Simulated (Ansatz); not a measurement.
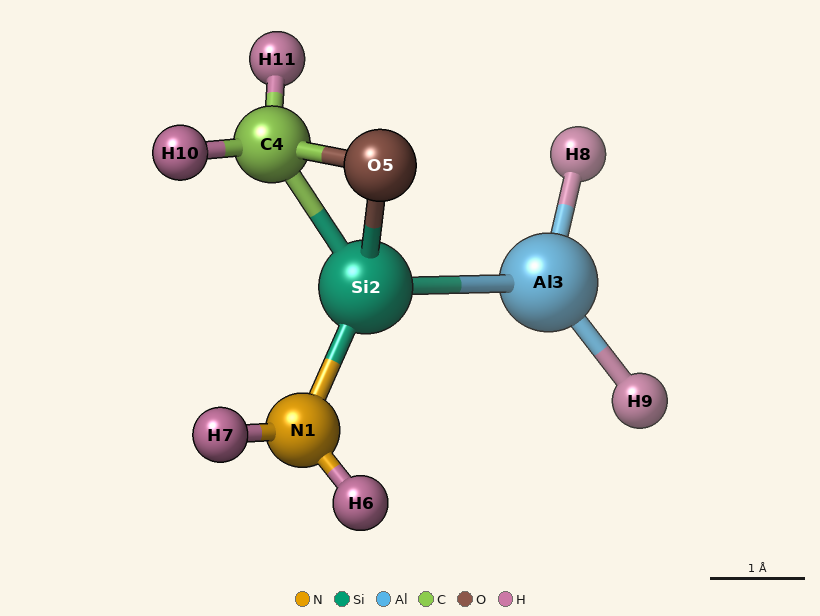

Orthographic view. Distant atoms are faded towards the background colour. Computed geometry: PBE-D4/def2-SVP optimisation. No frequency run is at hand to confirm it as a minimum.

Give the geometry as a Z-matrix, atoms in numerical order, with these reference atoms: 2 to 1; 3 to 2, 1; 4 to 2, 1, 3; 5 to 4, 2, 1; 6 to 1, 2, 5; 7 to 1, 6, 2; 8 to 3, 2, 1; 9 to 3, 8, 2; 10 to 4, 5, 2; 11 to 4, 10, 5.

```
N  
Si   1   1.733
Al   2   2.424   1   119.2
C    2   1.846   1   118.3   3   166.1
O    4   1.461   2    62.5   1   107.5
H    1   1.023   2   119.9   5   -97.4
H    1   1.024   6   111.0   2  -148.6
H    3   1.601   2   117.4   1   161.2
H    3   1.604   8   120.3   2  -178.3
H    4   1.112   5   114.0   2   111.7
H    4   1.109  10   112.2   5  -132.8
```
